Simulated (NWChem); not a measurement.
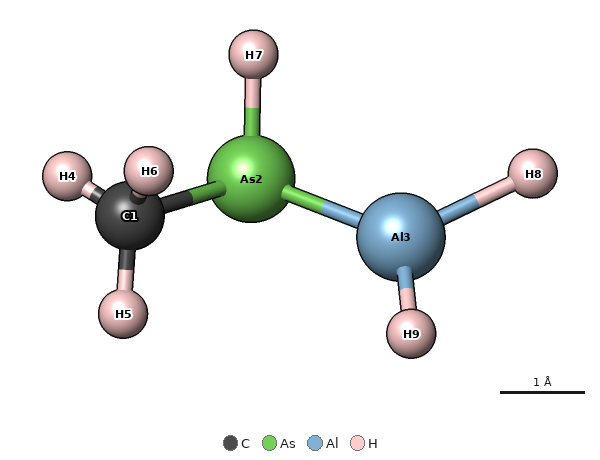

**Figure 1.** The structure (ball-and-stick view, seen at a tilt; atoms are numbered from 1 in the order of the input). Sticks mark near contacts.

**CH₆AlAs: energy and gradient calculation**

The run: energy and gradient calculation of CH₆AlAs, SMILES C[AsH][AlH2]. Method and program: FT97/6-31G*/LANL2DZ, RKS, core potentials lanl2dz ecp (NWChem 7.3.0).

The atoms were displaced at random from an optimised geometry.

### Output
```
Total energy (eV): -7894.823791
forces (eV/A):
C    -4.41829   -7.05948    2.58956
As   -0.72706    0.60123   -2.73288
Al    2.46548   -2.45566    2.51444
H     2.21567    4.22103   -7.36657
H     1.85531    1.16265    0.46686
H     0.39117    2.01898    4.08600
H     1.02016    0.35533    0.22410
H    -0.88934    0.88251   -0.61352
H    -1.91306    0.27341    0.83196
dipole (e A): [-0.1162  0.4633 -0.09  ]
```

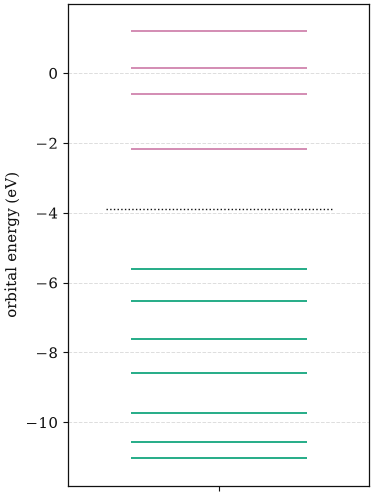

**Figure 2.** Orbital energies near the frontier; the dotted line parts filled from empty levels, and levels within 0.02 eV of each other stand side by side. Highest filled −5.62 eV, lowest empty −2.17 eV, 3.45 eV apart.

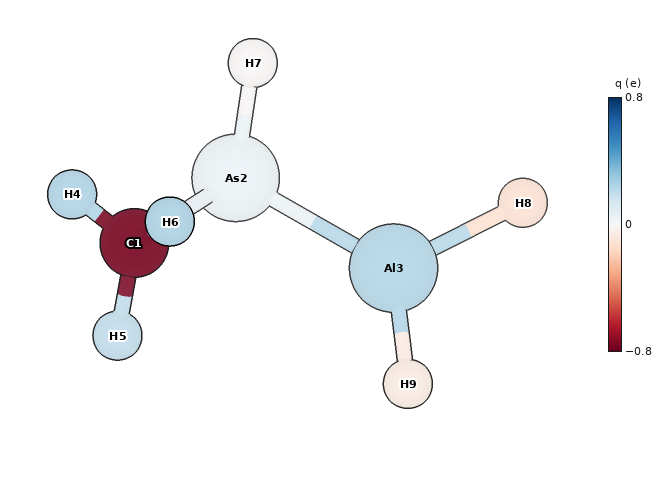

**Figure 3.** Mulliken charges, as the colour of each atom (ball-and-stick view, seen at a tilt; atoms are numbered from 1 in the order of the input). By element: C −0.76, As +0.06, Al +0.25 and H −0.15 to +0.24 e.

This output came from the following input.

### The input
```python
from ase.io import read
from ase.calculators.nwchem import NWChem

system = read('ch6alas.xyz')

calc = NWChem(
    label='ch6alas',
    theory='dft',
    memory='2200 mb',
    basis={'C': '6-31G*', 'As': '"lanl2dz ecp"', 'Al': '6-31G*', 'H': '6-31G*'},
    ecp={'As library': '"lanl2dz ecp"'},
    dft={'xc': 'ft97', 'mult': '1', 'grid': 'xfine', 'direct': None, 'iterations': '100', 'mulliken': None},
)
system.calc = calc

forces = system.get_forces()
print("Total energy (eV):", round(system.get_potential_energy(), 6))
print("forces (eV/A):")
for s, f in zip(system.symbols, forces):
    print(f"{s:2s} {f[0]:10.5f} {f[1]:10.5f} {f[2]:10.5f}")
print("dipole (e A):", system.get_dipole_moment().round(4))
```

### File ch6alas.xyz
```
9
CH6AlAs
C     -0.548968     1.153075    -0.809877
As     0.526986    -0.600715    -0.896674
Al     0.035844    -1.406590     1.111977
H     -0.205912     1.638409    -1.538325
H     -1.665974     0.814116    -0.899370
H     -0.177482     1.675325    -0.039629
H      1.899310    -0.046855    -0.746265
H      1.216152    -2.532596     1.854118
H     -1.232691    -1.296389     1.867716
```

### File ch6alas.nwi
```
title "ch6alas"

permanent_dir ch6alas

scratch_dir ch6alas

start ch6alas

geometry units angstrom nocenter noautosym noautoz
  C  -5.4896800000000001e-01 1.1530750000000001e+00 -8.0987699999999996e-01
  As 5.2698599999999995e-01 -6.0071500000000000e-01 -8.9667399999999997e-01
  Al 3.5844000000000001e-02 -1.4065900000000000e+00 1.1119770000000000e+00
  H  -2.0591200000000001e-01 1.6384090000000000e+00 -1.5383249999999999e+00
  H  -1.6659740000000001e+00 8.1411599999999995e-01 -8.9937000000000000e-01
  H  -1.7748200000000000e-01 1.6753250000000000e+00 -3.9628999999999998e-02
  H  1.8993100000000001e+00 -4.6855000000000001e-02 -7.4626499999999996e-01
  H  1.2161519999999999e+00 -2.5325959999999998e+00 1.8541179999999999e+00
  H  -1.2326910000000000e+00 -1.2963890000000000e+00 1.8677159999999999e+00
end

memory 2200 mb

basis noprint
   C library 6-31G*
  As library "lanl2dz ecp"
  Al library 6-31G*
   H library 6-31G*
end

ecp
  As library "lanl2dz ecp"
end
dft
  xc ft97
  mult 1
  grid xfine
  direct
  iterations 100
  mulliken
end

task dft gradient
```

Run as:
```bash
export ASE_NWCHEM_COMMAND="nwchem PREFIX.nwi > PREFIX.nwo"
python run.py
```

### Summary

- outcome: converged
- total energy: −290.129425 hartree
- basis functions: 54
- largest force: 8.775 eV/Å
- HOMO: −5.62 eV
- LUMO: −2.17 eV
- dipole moment: 2.33 D
- hardware: 1 thread of AMD EPYC (Zen 5), 16 GiB of memory available, shared host
- wall time: 13 s
- peak memory: 0.15 GiB
